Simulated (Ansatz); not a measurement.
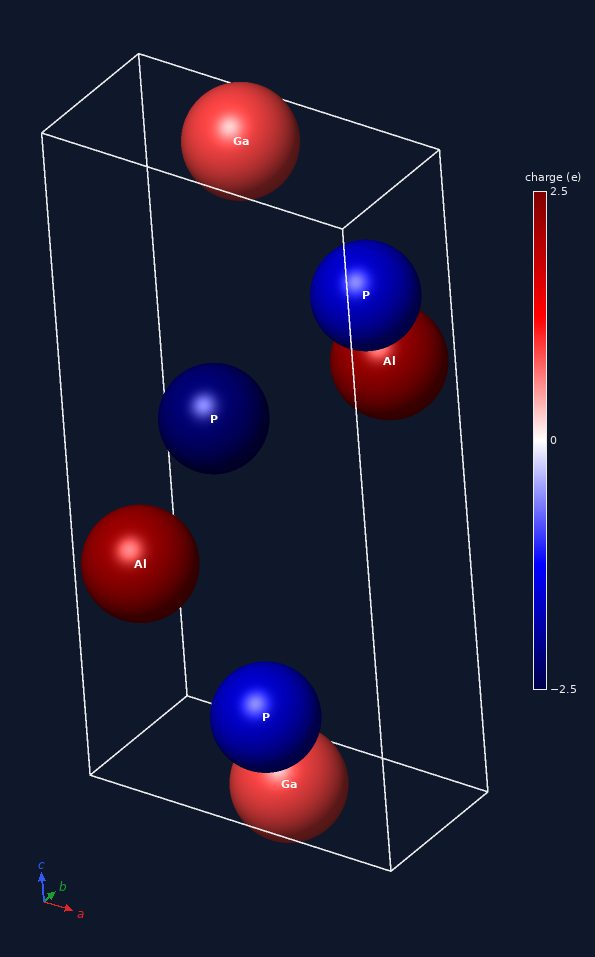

Drawn in the spheres-only manner and seen slightly off an axis. Atoms at the boundary of the cell (the run's own, in a reduced setting) (the box) are drawn once for each face, edge or corner they touch. The atoms of this Al$_{2}$GaP$_{3}$ cell are coloured by their Bader charge.

Theory: DFT r2SCAN, scalar-relativistic, plane waves, PAW in Ansatz. Numerical settings: an energy cutoff of 500 eV, k-points about 0.23 Å⁻¹ apart, Gaussian smearing of 0.02 eV, no spin polarisation.

Which atoms are positive and which negative?

Answer. Most positive: Al; most negative: P. Charges: about Al +2.2 e; Ga +0.9 e; P -2.2 to -1.5 e. The transfer is large, as in an ionic solid.

Provenance: a structure type filled with these elements by a generator (whether the compound takes this form wasn't checked). Earlier steps of the study, as a rule a relaxation of our own, may have changed the cell and positions, so they can lie some per cent off the listed ones. A calculation with Ansatz used it as input.
